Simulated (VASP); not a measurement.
Band structure of CaO (rock salt). All values below come from rev-vdW-DF2, VASP's PBE PAW potentials (set 64) (plane waves; VASP).

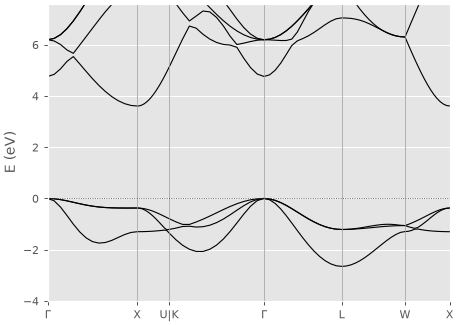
Figure. Bands along high-symmetry lines, zero at the valence-band maximum or, without a gap, the Fermi level

Read the plot: is there a gap, and where are the band edges?

The gap is indirect, 3.61 eV, from the valence maximum at Γ to the conduction minimum at X. (Edges off the drawn lines would not show.)

The compound is CaO in the rock salt structure. It was relaxed first.
